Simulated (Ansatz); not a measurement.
The compound is AgI2 (P-4m2).

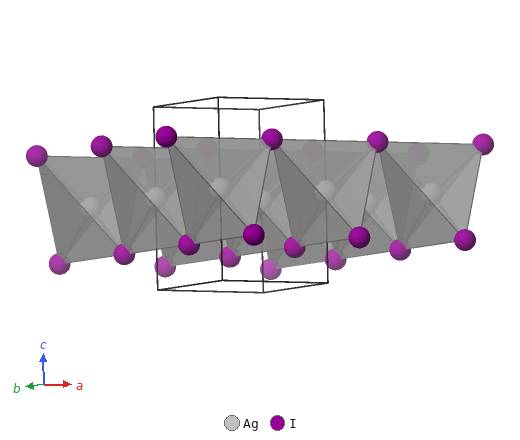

The structure (silver light grey, iodine purple). 2×2×1 cells are drawn. Some periodic images of atoms are drawn too.

It takes space group P-4m2 (No. 115, tetragonal). Conventional cell: a = 4.286 Å, b = 4.286 Å, c = 6.355 Å, α = 90.00°, β = 90.00°, γ = 90.00°. Ag has 4 I at 2.78 Å nearest. I has 2 Ag at 2.78 Å nearest. Farther neighbours and most contacts between anions are not listed.

```xyz
3
Lattice="0.0000 -3.0305 3.0305 0.0000 -3.0305 -3.0305 6.3548 0.0000 0.0000" Properties=species:S:1:pos:R:3 pbc="T T T"
Ag    3.1774    0.0000    0.0000
I     4.9425   -1.5152    1.5152
I     1.4123   -1.5152   -1.5152
```

The cell and positions are those that the Materials Project relaxed with its own functionals (PBE, PBE+U or r2SCAN), kept fixed. Spin-orbit coupling is left out unless a run names it. PAW set soft_2, made with PBE.

A constrained-RPA run (Ansatz 0.2.0; non-magnetic LDA; Ag d + anion p, bands v11 to v1, 4×4×4 mesh, medium accuracy) builds 11 functions on bands 4.6 eV wide, with 21.0 electrons in the window. The bare on-site interaction is 18.6 eV and the bare J 0.71 eV.

**Question.** What U and J survive the screening?

On the Ag d shell, U = 6.57 eV (35 % of the bare value), U′ = 5.48 eV, J = 0.55 eV.

The parent state is non-magnetic and the interaction static (zero frequency); U depends on the window and the orbitals, so it belongs to this model alone. A window that holds the anion p bands defines a model with explicit ligands; its U belongs to that model and is not the U of DFT+U.

[Paths, hosts, dates, memory and timing lines, banners, echoed tables and standing remarks are left out of the program output.]

[Logs are printed without paths, hosts, clocks, repeated set-up lines and the standing remarks that a program may print on its own settings, such as how far it seeks lower states.]

[Runs of the session that timed out or met a known fault of the program may be left out.]

[Hosts, paths, dates, database ids (printed as entryN), source tags and the programs' standing remarks are cut or masked in the printed files.]
